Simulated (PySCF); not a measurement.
```yaml
atoms:
  - { symbol: C, position_ang: [4.2704, 0.5612, 0.5301] }
  - { symbol: C, position_ang: [3.1023, 0.2901, 0.4728] }
  - { symbol: C, position_ang: [1.7252, -0.0323, 0.4083] }
  - { symbol: N, position_ang: [1.3392, -1.2357, 0.8818] }
  - { symbol: C, position_ang: [0.0644, -1.5004, 0.8068] }
  - { symbol: C, position_ang: [-0.8252, -0.5534, 0.2551] }
  - { symbol: S, position_ang: [-2.5273, -0.8755, 0.1418] }
  - { symbol: C, position_ang: [-3.0929, 0.6684, -0.6229] }
  - { symbol: N, position_ang: [-0.3647, 0.6125, -0.1876] }
  - { symbol: N, position_ang: [0.9040, 0.8698, -0.1108] }
  - { symbol: H, position_ang: [5.2915, 0.7988, 0.5799] }
  - { symbol: H, position_ang: [-0.2777, -2.4576, 1.1766] }
  - { symbol: H, position_ang: [-4.1671, 0.5776, -0.7431] }
  - { symbol: H, position_ang: [-2.6025, 0.7864, -1.5835] }
  - { symbol: H, position_ang: [-2.8437, 1.4980, 0.0304] }
```

Geometry: GFN2-xTB.

These are results of PBE0/pcSseg-1, SCF density, gas phase, non-relativistic (PySCF), not measurements.

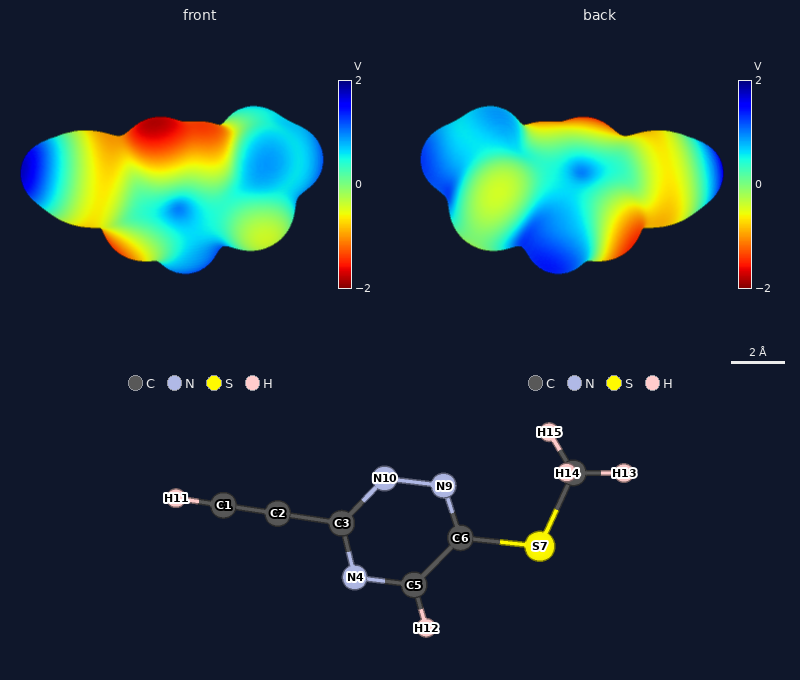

C$_{6}$H$_{5}$N$_{3}$S (SMILES C#Cc1ncc(SC)nn1). The molecular electrostatic potential painted on the density surface at 0.002 e/bohr³, seen from the front and from behind; red is negative and blue positive. The bare structure is drawn below in the same view.

Question: Where is the surface potential most negative and most positive?

Answer: The most negative region (about −1.8 V) lies over N10, the most positive (about +1.7 V) over H11. N10 is the likeliest acceptor of a hydrogen bond.

Question: How polar is the molecule by this calculation?

Answer: Its dipole moment is 1.69 D.
